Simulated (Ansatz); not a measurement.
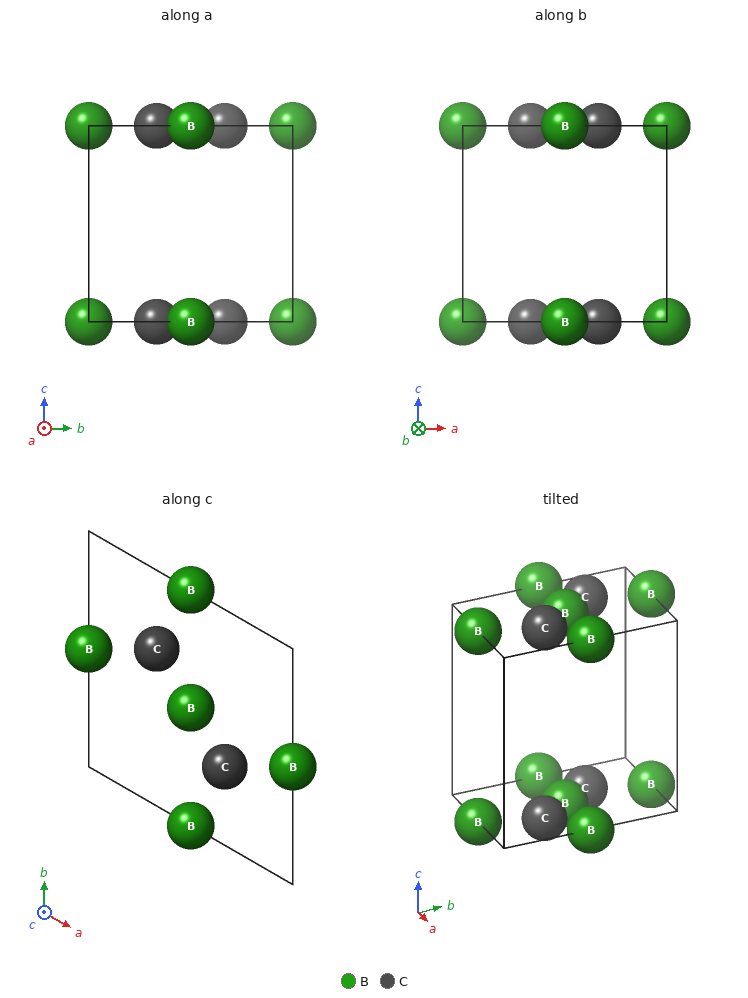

Crystal structure, spheres-only style, seen along the a axis, along the b axis, along the c axis and slightly off an axis. One conventional unit cell is framed, with atoms on its boundary repeated.

Lattice parameters: a = 5.0647 Å, b = 5.0647 Å, c = 4.2087 Å, α = 90.000°, β = 90.000°, γ = 120.000°.

> From the views, write a CIF in P1 with every atom of the cell.

```cif
data_structure
_symmetry_space_group_name_H-M 'P 1'
_symmetry_Int_Tables_number 1
_cell_length_a 5.0647
_cell_length_b 5.0647
_cell_length_c 4.2087
_cell_angle_alpha 90.000
_cell_angle_beta 90.000
_cell_angle_gamma 120.000
_cell_volume 93.49
loop_
_atom_site_label
_atom_site_type_symbol
_atom_site_fract_x
_atom_site_fract_y
_atom_site_fract_z
_atom_site_occupancy
B1 B 0.5000 0.0000 0.0000 1
B2 B 0.0000 0.5000 0.0000 1
B3 B 0.5000 0.5000 0.0000 1
C1 C 0.3333 0.6667 0.0000 1
C2 C 0.6667 0.3333 0.0000 1
```

Provenance: a random cell made by a generator, so it need not be a real form of the compound. Earlier steps of the study, as a rule a relaxation of our own, may have changed the cell and positions, so they can lie some per cent off the listed ones. A calculation with Ansatz used it as input.
